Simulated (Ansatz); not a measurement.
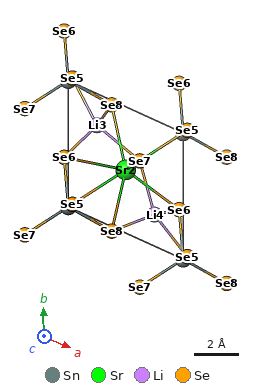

A crystal of SrLi$_{2}$SnSe$_{4}$ (a generated structure, set up in I-42m), before the relaxation. A ball-and-stick model of the cell of the calculation, seen along the c axis.

Computed with Ansatz, DFT, PAW plane waves, r2SCAN.

Input
```yaml
crystal:
  lattice:
    - [-3.432024, 3.432024, 4.080908]
    - [3.432024, -3.432024, 4.080908]
    - [3.432024, 3.432024, -4.080908]
  atoms:
    - { symbol: Sn, position: [0.0, 0.0, 0.0] }
    - { symbol: Sr, position: [0.5, 0.5, 0.0] }
    - { symbol: Li, position: [0.25, 0.75, 0.5] }
    - { symbol: Li, position: [0.75, 0.25, 0.5] }
    - { symbol: Se, position: [0.03526, 0.03526, 0.4132] }
    - { symbol: Se, position: [0.96474, 0.37794, 0.0] }
    - { symbol: Se, position: [0.62206, 0.62206, 0.5868] }
    - { symbol: Se, position: [0.37794, 0.96474, 0.0] }
  symmetry: { tolerance: 0.0003 }
kpoints:
  mp_grid: { grid: [4, 4, 4], shift: [0, 0, 0] }
magnetization:
  spin_polarized: false
scf:
  occupations: { method: cold, width: 0.0134 }
hamiltonian:
  pseudopotentials: { kind: paw }
  xc: r2scan
basis:
  ecutwfc: 500
output:
  forces: true
  stress: true
  eigenvalues: true
  write_density: true
  write_potential: true
  elf: true
  volumetric_format: npy
relax:
  max_steps: 40
  cell: {}
```

Run as
```bash
ansatz run input.yaml --threads 1 --pin off --max-ram 2560MiB --backend cpu --events-out ev --progress --plain --runs-dir out
```

Predict the outcome.

Answer. The energy falls by 0.219 eV per cell of the calculation in 4 accepted moves (5 points after the start). The largest force component goes from 0.51 to 0.0025 eV/Å. The pressure goes from 4.43 to 0.01 GPa. At 1 point the geometry stayed and the basis and grid were re-selected for the new cell (energy shift of 0.7 meV per cell of the calculation at most each time). The largest moves relative to the cell, 0.029 Å, are those of Se5, Se6, Se7 and Se8. Se7 goes along [−3 −3 −2]. Sr and Sn and Li stay in place. The volume changes by +7.0 %, with a = b = c 6.341 → 6.481 Å (+2.2 %), α 114.5° → 114.2°, β 114.5° → 114.2°, γ 99.9° → 100.3°. Near-neighbour distances that change, for instance: Sn1–Se5 2.445 → 2.528 Å, Sr2–Se5 3.173 → 3.244 Å, Sr2–Se5 (another image) 3.349 → 3.409 Å, Li3–Se5 2.545 → 2.600 Å. The space group stays I-42m (No. 121). Cost: 3.3 min on 1 thread of Arm Neoverse V1, on a shared host, peak memory 0.95 GiB.

History of the run:

| step | E − E(0), meV/atom | largest force component, eV/Å | pressure, GPa | volume, Å³/atom | note |
| --- | --- | --- | --- | --- | --- |
| 0 | 0.00 | 0.5080 | 4.43 | 24.034 |  |
| 1 | -22.89 | 0.2236 | -1.25 | 26.186 |  |
| 2 | -27.21 | 0.0301 | -0.22 | 25.820 |  |
| 3 | -27.31 | 0.0024 | 0.02 | 25.704 |  |
| 4 | -27.32 | 0.0026 | 0.01 | 25.708 |  |
| 5 | -27.41 | 0.0025 | 0.01 | 25.708 | same geometry, new basis |

The structure at the end:

```
Sn Sr Li Se
1.0
    -3.51888    3.51888    4.15231
     3.51888   -3.51888    4.15231
     3.51888    3.51888   -4.15231
Sn Sr Li Se
1 1 2 4
Direct
  0.00000 0.00000 0.00000
  0.50000 0.50000 0.00000
  0.25000 0.75000 0.50000
  0.75000 0.25000 0.50000
  0.03413 0.03413 0.41656
  0.96587 0.38243 0.00000
  0.61757 0.61757 0.58344
  0.38243 0.96587 0.00000
```

After the run, drawn alike:

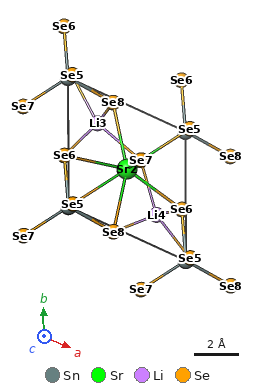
